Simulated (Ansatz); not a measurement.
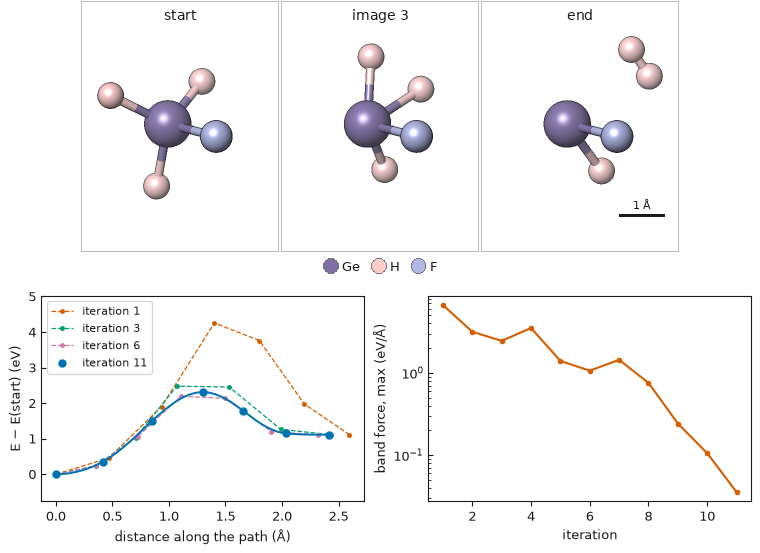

NEB run on GeH3F. Images are numbered from 0 (start) to 6 (end). The plot follows the band through its iterations. A ball-and-stick model, seen from a free direction.

Method: RKS revPBE/def2-SVPD in Ansatz.

Input
```yaml
crystal:
  periodic: [false, false, false]
  atoms:
    - { symbol: Ge, position_ang: [0.292538, -0.065419, 0.206988] }
    - { symbol: H, position_ang: [0.243085, 0.017301, 1.75168] }
    - { symbol: H, position_ang: [1.732525, 0.017447, -0.354199] }
    - { symbol: F, position_ang: [-0.548419, 1.402477, -0.387701] }
    - { symbol: H, position_ang: [-0.50513, -1.265706, -0.357268] }
basis:
  gaussian: { orbitals: def2-SVPD }
hamiltonian:
  xc: revpbe
neb:
  order_check: false
  images: 5
  f_tol: 0.05
  max_iterations: 60
  spring: 0.1
  final_atoms:
    - { symbol: Ge, position_ang: [0.10519283, -0.09777649, -0.94451967] }
    - { symbol: H, position_ang: [1.06081903, -0.2280172, 1.33752477] }
    - { symbol: H, position_ang: [1.62397083, 0.10281139, 0.91980079] }
    - { symbol: F, position_ang: [-0.8120564, 1.4045261, -0.48389175] }
    - { symbol: H, position_ang: [-0.76332728, -1.0754438, 0.03058585] }
  initial_path:
    images:
      - { positions_ang: [[0.292538, -0.065419, 0.206988], [0.243085, 0.017301, 1.75168], [1.732525, 0.017447, -0.354199], [-0.548419, 1.402477, -0.387701], [-0.50513, -1.265706, -0.357268]] }
      - { positions_ang: [[0.19500522, -0.04324318, 0.13797591], [0.52079343, 0.00982033, 1.62770684], [1.70819074, 0.00992387, -0.05104302], [-0.62801047, 1.39352066, -0.4439628], [-0.58137991, -1.26392168, -0.41117693]] }
      - { positions_ang: [[0.09747245, -0.02106737, 0.06896382], [0.79850185, 0.00233966, 1.50373367], [1.68385648, 0.00240074, 0.25211297], [-0.70760195, 1.38456432, -0.5002246], [-0.65762983, -1.26213735, -0.46508585]] }
      - { positions_ang: [[-6.033e-05, 0.00110845, -4.827e-05], [1.07621028, -0.00514101, 1.37976051], [1.65952221, -0.00512239, 0.55526895], [-0.78719342, 1.37560798, -0.5564864], [-0.73387974, -1.26035303, -0.51899478]] }
      - { positions_ang: [[0.03502406, -0.0318532, -0.31487207], [1.07107986, -0.07943307, 1.36568193], [1.64767175, 0.03085554, 0.67677956], [-0.79548108, 1.38524735, -0.53228819], [-0.74369559, -1.19871662, -0.33580124]] }
      - { positions_ang: [[0.07010844, -0.06481485, -0.62969587], [1.06594945, -0.15372513, 1.35160335], [1.63582129, 0.06683347, 0.79829018], [-0.80376874, 1.39488672, -0.50808997], [-0.75351144, -1.13708021, -0.15260769]] }
      - { positions_ang: [[0.10519283, -0.09777649, -0.94451967], [1.06081903, -0.2280172, 1.33752477], [1.62397083, 0.10281139, 0.91980079], [-0.8120564, 1.4045261, -0.48389175], [-0.76332728, -1.0754438, 0.03058585]] }
```

Launched with:
```bash
ansatz run input.yaml --threads 2 --pin off --max-ram 3072MiB --backend cpu --events-out ev --progress --plain --runs-dir out
```

### Judge this run.

The run is converged, with reservations. The band converged in 11 iterations. The largest component of the band force went from 6.6 to 0.036 eV/Å. The climbing image converged on the top of the path. Its curvatures weren't checked. The spring constant is far from the usual few eV/Å², which spoils the spacing or the steps. The first iteration put the highest image at 4.25 eV. Forward barrier 2.31 eV, backward barrier 1.20 eV, with image 3 at the top; the reaction energy is +1.11 eV.

Cost: 35 s on 2 threads of Intel(R) Xeon(R) Platinum 8488C (Sapphire Rapids), on a shared host, peak memory 0.16 GiB.
